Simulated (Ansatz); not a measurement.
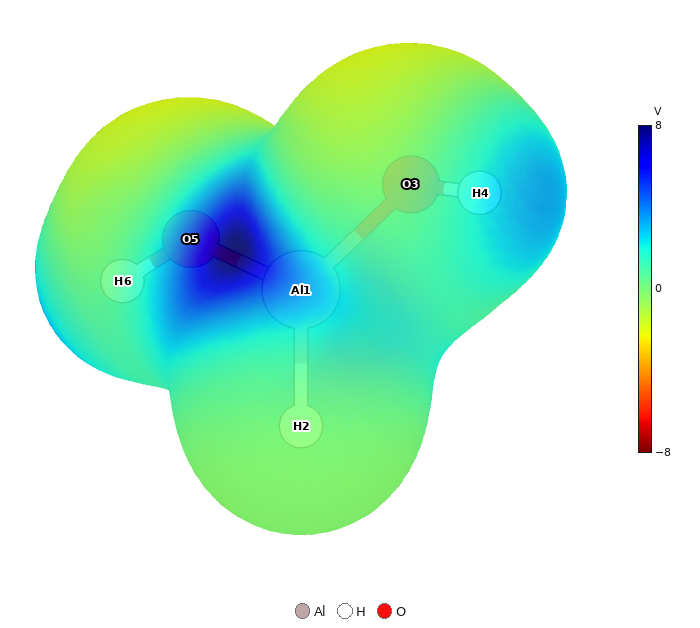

*AlH₃O₂. The molecular electrostatic potential painted on the density surface at 0.004 e/bohr³, seen at a tilt; red is negative and blue positive.*

Level of theory: RHF/def2-SVPD (Ansatz 0.2.0).

```tsv
atom	x (Å)	y (Å)	z (Å)
Al	0.2495	-0.2781	0.2959
H	0.0559	-0.1357	1.8488
O	1.7840	-0.3895	-0.4103
H	2.6333	-0.3819	-0.0108
O	-1.0638	-0.3292	-0.7711
H	-1.9850	-0.2842	-0.5965
```

### Where is the surface potential most negative and most positive?

The most negative region (about −2.1 V) lies over O3, the most positive (about +7.8 V) over Al1.
